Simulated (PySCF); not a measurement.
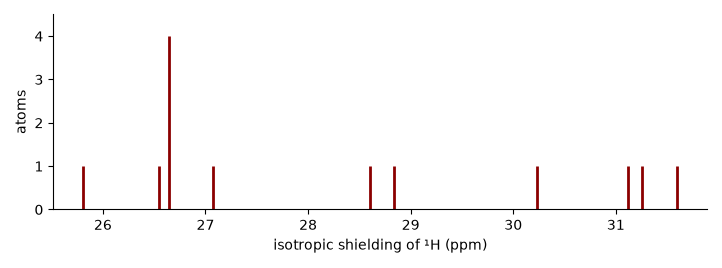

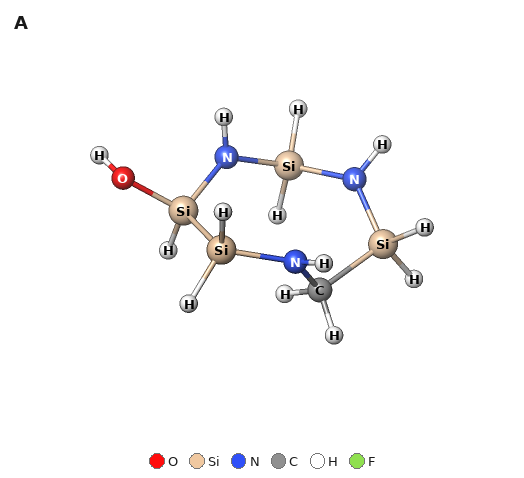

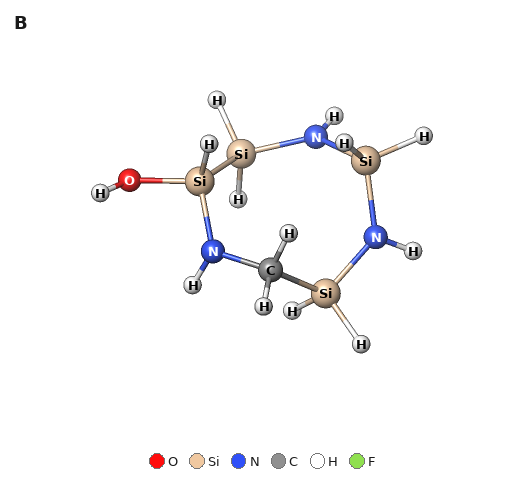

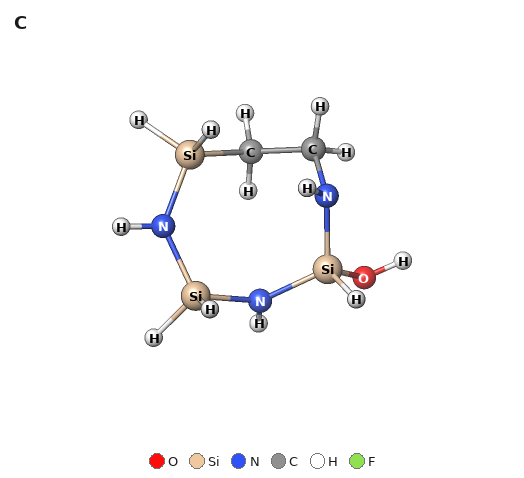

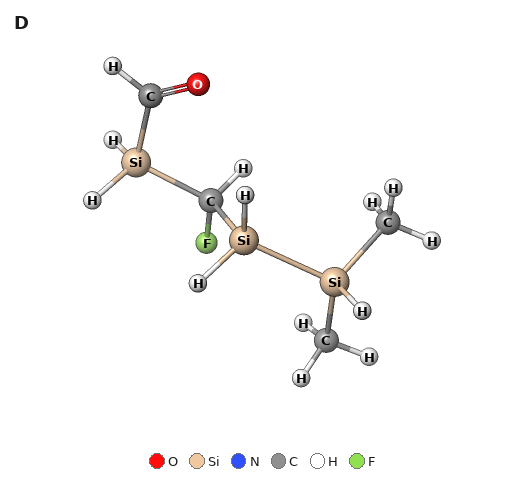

The sticks are computed shieldings of one of the molecules, for one fixed geometry (GFN2-xTB) without averaging over rotations. Low shielding means a high chemical shift. Method: GIAO PBE0/pcSseg-1 NMR shielding, non-relativistic, gas phase (PySCF 2.14.0).

**Which molecule gives this pattern?**

B, `O[Si@H]1NC[SiH2]N[SiH2]N[SiH2]1`. Its 13 H atoms give lines at 25.80, 26.55, 26.64 (4 atoms), 27.07, 28.60, 28.84, 30.23, 31.12, 31.26, 31.60 ppm.

The geometry is semi-empirical. Around Si such bond lengths and angles can be off by a tenth of an ångström or more and by several degrees, and values that hang on the shape move with them.
